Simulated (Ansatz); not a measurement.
GaH3O2···SiH4

The calculation's input:

```
crystal:
  periodic: [false, false, false]
  atoms:
    - { symbol: Ga, position_ang: [-0.00483, -0.545027, -0.10082] }
    - { symbol: H, position_ang: [0.058085, -0.618343, 1.46592] }
    - { symbol: O, position_ang: [1.408246, -0.543279, -1.212783] }
    - { symbol: H, position_ang: [2.250743, -0.724373, -0.757639] }
    - { symbol: O, position_ang: [-1.50197, -0.291118, -1.063838] }
    - { symbol: H, position_ang: [-2.30977, -0.298961, -0.519148] }
    - { symbol: Si, position_ang: [0.094373, 2.711513, 1.266978] }
    - { symbol: H, position_ang: [0.740534, 3.420745, 2.424692] }
    - { symbol: H, position_ang: [0.854439, 2.993134, 0.00069] }
    - { symbol: H, position_ang: [-1.328405, 3.172683, 1.120096] }
    - { symbol: H, position_ang: [0.111855, 1.257026, 1.531851] }
basis:
  gaussian: { orbitals: def2-SVP }
hamiltonian:
  xc: pbe
  dispersion: d4
relax:
  f_tol: 0.03
  max_steps: 50
output:
  orbitals: {}
```

Launched as:

```sh
ansatz run input.yaml --threads 4 --pin off --max-ram 5120MiB --backend cpu --events-out ev --progress --plain --runs-dir out
```

The fields are those of the run's last geometry, not of the input's.

The calculation used RKS PBE-D4/def2-SVP (Ansatz).

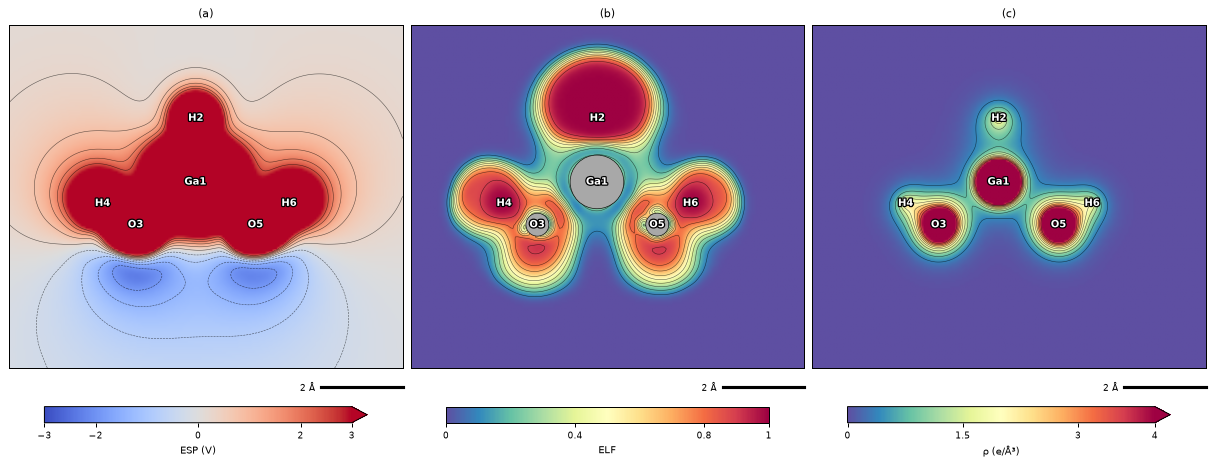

Figure 1. (a) molecular electrostatic potential; (b) electron localisation function; (c) total electron density on the plane of atoms Ga1, O3 and H4. Grey discs cover the atomic cores in the ELF map.

What does the map show?

Atoms in the plane: Ga, H and O.
Ga1···H4 (2.34 Å): the density falls to about 0.62 e/Å³ on the way; the ELF climbs to about 1 towards the hydrogen.
Ga–O (1.80 Å): ρ at the midpoint is about 0.86 e/Å³; the ELF peaks at about 0.85 in the valence shell of O, 0.6 Å from its nucleus, and is about 0.25 at the midpoint.
O–H (0.97 Å): the density is about 3.5 e/Å³ at the midpoint; the ELF climbs to about 1 towards the hydrogen: a covalent bond by its length.
Ga–H (1.57 Å): the density is about 0.97 e/Å³ at the midpoint; the ELF climbs to about 1 towards the hydrogen.
The ELF also peaks beside O5 and O3, away from the bonds: lone-pair regions.
Outside the dense part of the complex the potential is most negative (−2.3 V) near O3.

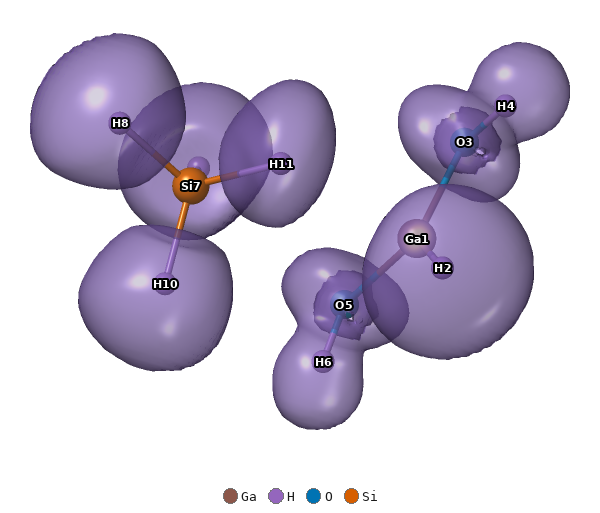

Figure 2. Isosurface of the electron localisation function at 0.75 (purple), seen across its widest extent. Only the valence region is drawn (cores and ρ < 0.01 e/Å³ removed).

Describe the localisation domains.

At this value the surface marks out five regions around hydrogen nuclei and two joined regions spread over several atoms (H, O), in which their bonds and any lone pairs are merged. Along the contacts the grid gives the following. Ga1···H11 (2.36 Å): the ELF dips to about 0.10 between them.

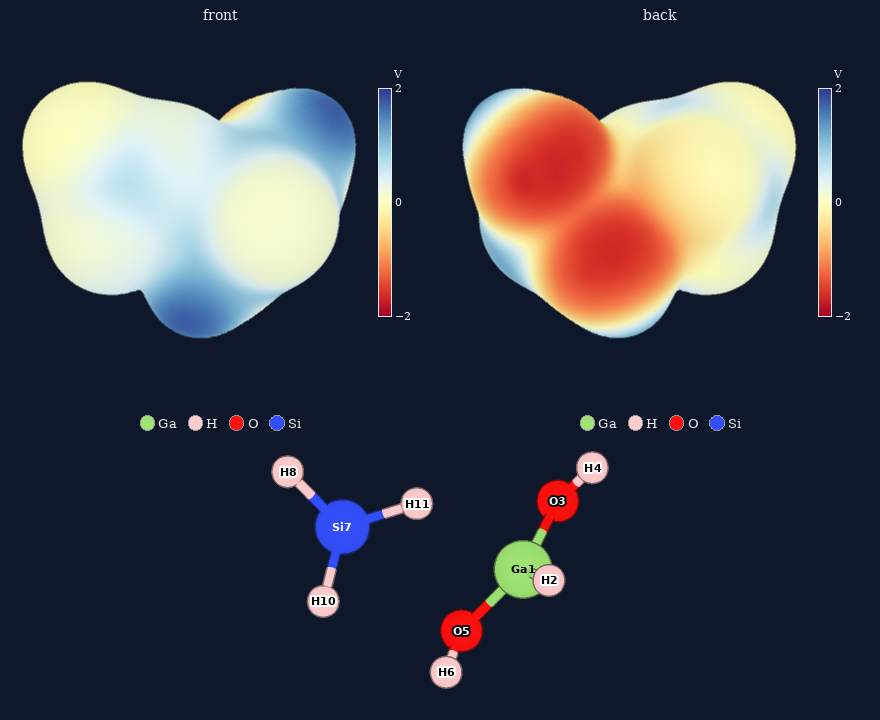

Figure 3. The molecular electrostatic potential painted on the density surface at 0.001 e/bohr³, seen from the front and from behind; the colour scale runs from red (negative) to blue (positive). The bare structure is drawn below in the same view.

Describe the electrostatic potential map.

The most negative region (about −1.7 V) lies over O3 and O5, the most positive (about +1.7 V) over H4 and H6.
